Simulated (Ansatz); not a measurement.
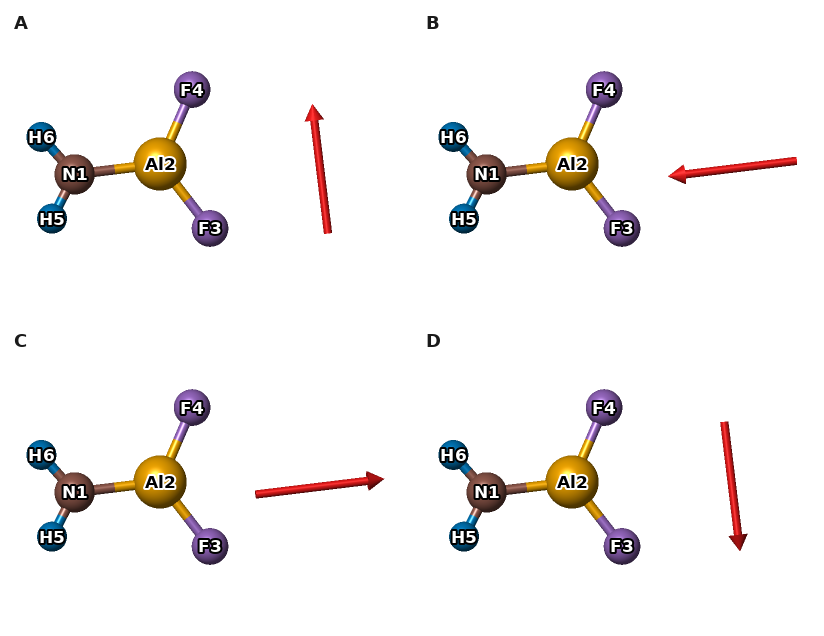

The same molecule four times, each with an arrow. The geometry was computed by an optimisation with PBE0-D4/def2-TZVP. Method: RKS ωB97M-V/def2-TZVPP (Ansatz 0.2.0).

Which arrow points along the dipole moment, from the negative to the positive end?

B. The dipole moment is 2.51 D; it points from the side of F3, F4 to the side of H5, H6 (the outermost atoms at the two ends).
